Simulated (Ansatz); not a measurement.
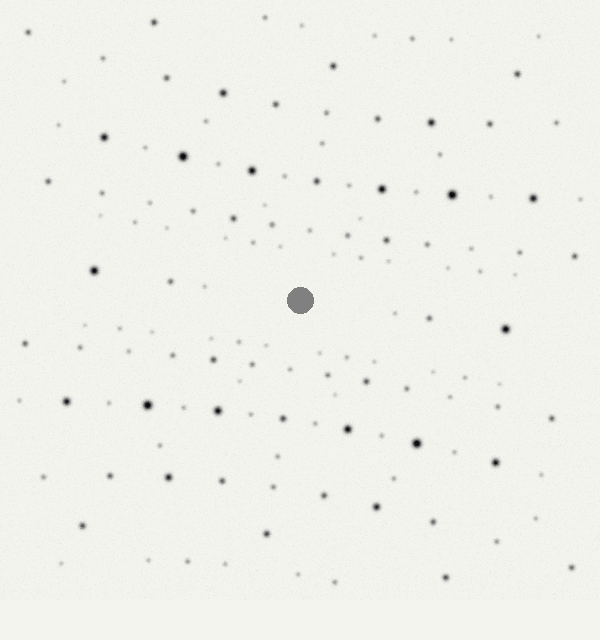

Simulated back-reflection Laue pattern (white X-rays, 0.45 to 2.2 Å, flat plate covering ±45° about the beam, kinematic intensities, seen from the source).

Question: Which symmetry elements lie along the beam?

Answer: 2mm: a twofold axis with two mirror lines.

The crystal is Ti, space group P6_3/mmc (No. 194), a = 2.955 Å, c = 9.456 Å (hexagonal axes). Structure: coordinates from a relaxation with DFT, revPBE, plane waves (420 eV) with PAW, scalar-relativistic (Ansatz); the starting structure was generated, so it need not be a known form of this composition.

The direction [100] points towards the source.
